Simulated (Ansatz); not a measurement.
## Electronic structure of Cl₃H₃NOTa···H₂ in real space

The calculation's input:

```
crystal:
  periodic: [false, false, false]
  atoms:
    - { symbol: Ta, position_ang: [0.0, 0.0, 0.0] }
    - { symbol: O, position_ang: [2.37, 0.0, 0.0] }
    - { symbol: H, position_ang: [2.7071, -0.5308, 0.7903] }
    - { symbol: "N", position_ang: [0.0, 0.0, 2.16] }
    - { symbol: H, position_ang: [-0.2456, -0.8845, 2.69] }
    - { symbol: H, position_ang: [0.2456, 0.8845, 2.69] }
    - { symbol: Cl, position_ang: [0.0, 0.0, -2.47] }
    - { symbol: Cl, position_ang: [-1.235, 2.139, 0.0] }
    - { symbol: Cl, position_ang: [-1.235, -2.139, 0.0] }
    - { symbol: H, position_ang: [0.6622, -1.7344, -0.9815] }
    - { symbol: H, position_ang: [1.6714, -1.3112, -0.742] }
basis:
  gaussian: { orbitals: def2-SVP }
hamiltonian:
  xc: pbe
  dispersion: d4
relax:
  f_tol: 0.15
  max_steps: 25
  restrain:
    - { distance: [0, 9], at: 3.0, k: 30.0 }
    - { distance: [10, 1], at: 2.21, k: 30.0 }
    - { distance: [0, 1], at: 2.02, k: 30.0 }
    - { distance: [10, 9], at: 0.66, k: 30.0 }
output:
  orbitals: {}
```

Launched as:

```sh
ansatz run input.yaml --threads 4 --pin off --max-ram 5120MiB --backend cpu --events-out ev --progress --plain --runs-dir out
```

The fields are those of the run's last geometry, not of the input's.

Core potentials replace the inner electrons of Ta; not at a stationary point (largest force 1.9 eV/Å).

The calculation used RKS PBE-D4/def2-SVP in Ansatz.

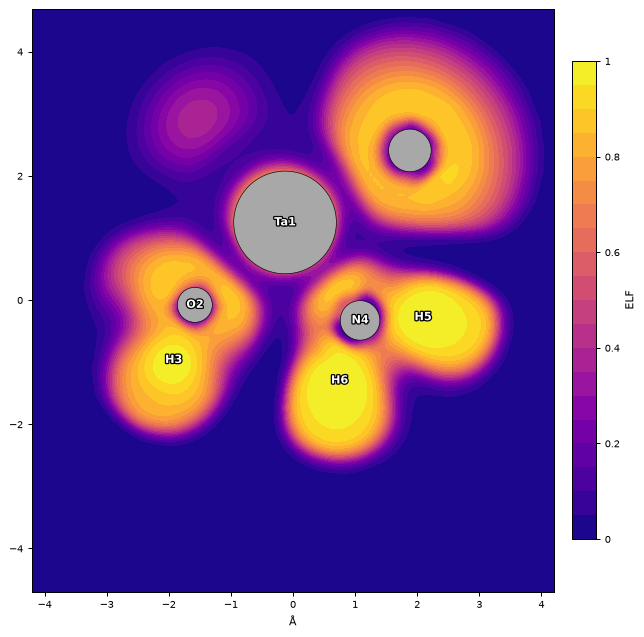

Figure 1. Electron localisation function on the plane of atoms O2, Ta1 and N4. Grey discs cover the atomic cores.

Q: Describe what can be read from this map.

A:
- The section cuts through Ta, O, H and N sites.
- Ta–O (1.97 Å): the ELF peaks at about 0.85 in the valence shell of O, 0.5 Å from its nucleus, and drops to about 0.25 between the two atoms.
- Ta–N (1.99 Å): the ELF peaks at about 0.90 in the valence shell of N, 0.6 Å from its nucleus, and drops to about 0.30 between the two atoms.
- O–H (0.97 Å): the ELF climbs to about 1 towards the hydrogen, as it does in any bond to H: a covalent bond by its length.

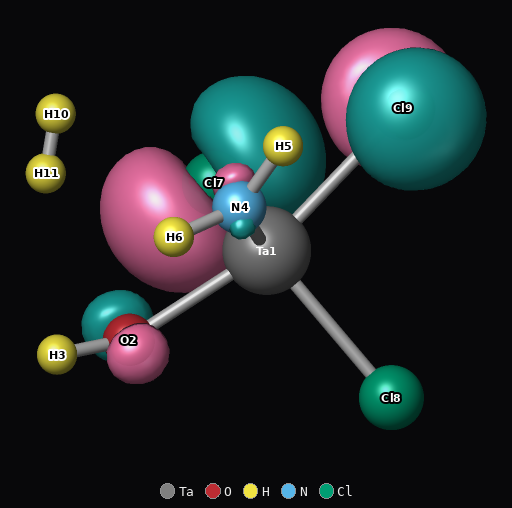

Figure 2. The HOMO−1 at ±0.15 Å⁻³ᐟ² (teal and pink are the two phases), seen from one side.

Q: Describe this orbital and give its energy.

A: It lies mainly on Cl7 (about 50 %) and Cl9 (about 35 %); largely a combination of lone pairs on Cl7 and Cl9. Its energy is −7.14 eV.
